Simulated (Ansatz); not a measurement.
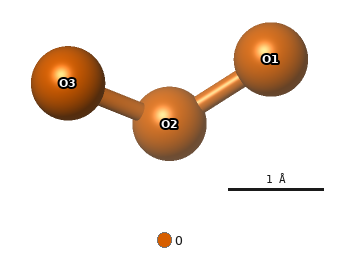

Figure 1. The structure of the first run (ball-and-stick view, seen at a tilt; atoms are numbered from 1 in the order of the input).

## O3: one change and its effect

System: O3, multiplicity 3.
Method of the first run: UKS PBE-D4/def2-TZVP (Ansatz 0.2.0).

The geometry: PBE-D4/def2-TZVP start. Text and figures count atoms from 1; the logs count them from 0 in places.

## Input, the first run
```yaml
crystal:
  periodic: [false, false, false]
  atoms:
    - {symbol: O, position_ang: [0.945504, -0.490708, 0.327845]}
    - {symbol: O, position_ang: [-0.238012, -0.022259, 0.363949]}
    - {symbol: O, position_ang: [-0.707492, 0.512977, -0.691784]}
basis:
  gaussian: {orbitals: def2-TZVP}
magnetization: {spin_polarized: true, initial_magnetization: 2}
hamiltonian: {xc: pbe, dispersion: d4}
scf: {omitted_lower_state_checks: [starts]}
output: {orbitals: {seedname: orbitals}}
relax: {f_tol: 0.02, max_steps: 100}
```

Command:
```bash
ansatz run in.yaml --threads 2 --pin off --events-out ev --progress --plain --max-ram 4352MiB
```

Hardware: 2 threads of Intel Xeon, 54 GiB of memory available, shared host.

## Output, shortened to warnings, some set-up lines, iterations and results (the first run)
```
[...]
mean field evaluation 1: about -6127.7534 eV, gradient 2.8e1 eV
mean field evaluation 2: about -6117.6023 eV, gradient 6.3e1 eV
mean field evaluation 4: about -6129.9930 eV, gradient 3.1e0 eV
mean field evaluation 8: about -6130.0244 eV, gradient 2.1e-2 eV
mean field evaluation 16: about -6130.0210 eV, gradient 2.4e-5 eV
relax step   1: F+E_penalty+E_count = -6130.04300612 eV  Δ(F+E_penalty+E_count) = +0.000e0 eV  max|allowed force component| = 2.324e0 eV/Å  Δτ_max = 0.0000 Å  (31 SCF iters, …
relax step   2: F+E_penalty+E_count = -6130.27356707 eV  Δ(F+E_penalty+E_count) = -2.306e-1 eV  max|allowed force component| = 7.624e-1 eV/Å  Δτ_max = 0.0592 Å  (35 SCF …
mean field evaluation 32: about -6130.2884 eV, gradient 2.0e-5 eV
relax step   3: F+E_penalty+E_count = -6130.31017856 eV  Δ(F+E_penalty+E_count) = -3.661e-2 eV  max|allowed force component| = 1.306e-1 eV/Å  Δτ_max = 0.0310 Å  (32 SCF …
relax step   4: F+E_penalty+E_count = -6130.31145867 eV  Δ(F+E_penalty+E_count) = -1.280e-3 eV  max|allowed force component| = 6.386e-2 eV/Å  Δτ_max = 0.0102 Å  (34 SCF …
relax step   5: F+E_penalty+E_count = -6130.31158948 eV  Δ(F+E_penalty+E_count) = -1.308e-4 eV  max|allowed force component| = 1.235e-2 eV/Å  Δτ_max = 0.0030 Å  (34 SCF …
these checks for a lower state are left out or cut short: starts
453 factors; their error is unknown
mean field -6130.28978506 eV, -225.2839943414 hartree, gradient 6.6e-5 eV, S^2 2.005379; 0 other end points of the search recorded, 0 dependent functions left out
the calculation of the forces begins
reference -6130.28980299 eV, -225.2839950003 hartree; 13, 11 occupied and 80, 82 virtual orbitals, 453 factors
Total energy: -6130.31160741 eV, -225.2847962978 hartree
Atom 0 at     0.997700    -0.534266     0.396377 Å, force    -0.007575     0.001769     0.003996 eV/Å
Atom 1 at    -0.204148    -0.019092     0.312167 Å, force     0.008079     0.000756    -0.012353 eV/Å
Atom 2 at    -0.793553     0.553368    -0.708534 Å, force    -0.000503    -0.002525     0.008358 eV/Å
Dipole moment:    -0.023307    -0.002180     0.035639 e Å
Checks for a lower state left out: starts
```

The input of the second run differs as follows (lines with − go, lines with + come):
```diff
-magnetization: {spin_polarized: true, initial_magnetization: 2}
+magnetization: {spin_polarized: true, initial_magnetization: 4}
```

Predict how the results change.

With the same method and basis, the second run lies 61.0 kcal/mol higher. The HOMO goes from −6.54 to −7.56 eV. The LUMO goes from −6.90 to −7.38 eV. The dipole moment goes from 0.20 to 0.00 D. On the same kind of shared host the second run took about 1.6 times as long.

## Output, shortened to warnings, some set-up lines, iterations and results (the second run)
```
[...]
mean field evaluation 1: about -6121.5643 eV, gradient 1.9e1 eV
mean field evaluation 2: about -6121.2033 eV, gradient 2.1e1 eV
mean field evaluation 4: about -6122.6659 eV, gradient 3.5e0 eV
mean field evaluation 8: about -6122.7046 eV, gradient 1.5e-2 eV
mean field evaluation 16: about -6122.7046 eV, gradient 2.3e-5 eV
relax step   1: F+E_penalty+E_count = -6122.72662310 eV  Δ(F+E_penalty+E_count) = +0.000e0 eV  max|allowed force component| = 1.491e1 eV/Å  Δτ_max = 0.0000 Å  (49 SCF iters, …
mean field evaluation 32: about -6126.4026 eV, gradient 2.0e-5 eV
relax step   2: F+E_penalty+E_count = -6126.42403970 eV  Δ(F+E_penalty+E_count) = -3.697e0 eV  max|allowed force component| = 3.685e0 eV/Å  Δτ_max = 0.1951 Å  (45 SCF iters, …
relax step   3: F+E_penalty+E_count = -6127.31762456 eV  Δ(F+E_penalty+E_count) = -8.936e-1 eV  max|allowed force component| = 1.098e0 eV/Å  Δτ_max = 0.1952 Å  (56 SCF iters, …
mean field evaluation 64: about -6127.5838 eV, gradient 1.5e-4 eV
relax step   4: F+E_penalty+E_count = -6127.60382311 eV  Δ(F+E_penalty+E_count) = -2.862e-1 eV  max|allowed force component| = 5.784e-1 eV/Å  Δτ_max = 0.2000 Å  (52 SCF …
relax step   5: F+E_penalty+E_count = -6127.66790694 eV  Δ(F+E_penalty+E_count) = -6.408e-2 eV  max|allowed force component| = 1.516e-2 eV/Å  Δτ_max = 0.1158 Å  (95 SCF …
these checks for a lower state are left out or cut short: starts
453 factors; their error is unknown
mean field -6127.64779861 eV, -225.1869031301 hartree, gradient 4.7e-6 eV, S^2 6.014157; 0 other end points of the search recorded, 0 dependent functions left out
the calculation of the forces begins
reference -6127.64781873 eV, -225.1869038695 hartree; 14, 10 occupied and 79, 83 virtual orbitals, 453 factors
Total energy: -6127.66792706 eV, -225.1876428368 hartree
Atom 0 at     1.143729    -0.694102     0.704404 Å, force     0.010024    -0.007886     0.011694 eV/Å
Atom 1 at    -0.001019    -0.000092     0.001563 Å, force     0.005137     0.000480    -0.007855 eV/Å
Atom 2 at    -1.142710     0.694204    -0.705957 Å, force    -0.015160     0.007405    -0.003840 eV/Å
Dipole moment:     0.000107     0.000010    -0.000164 e Å
Checks for a lower state left out: starts
```

## The two runs side by side

| quantity | the first run | the second run |
| --- | --- | --- |
| outcome | converged | converged |
| total energy (hartree) | −225.284796 | −225.187643 |
| HOMO (eV) | −6.54 | −7.56 |
| LUMO (eV) | −6.90 | −7.38 |
| dipole moment (D) | 0.20 | 0.00 |
| ⟨S²⟩ | 2.005 | 6.014 |
| largest force (eV/Å) | 0.015 | 0.017 |
| basis functions | 93 | 93 |
| wall time (shared host) | 3.7 s | 6 s |
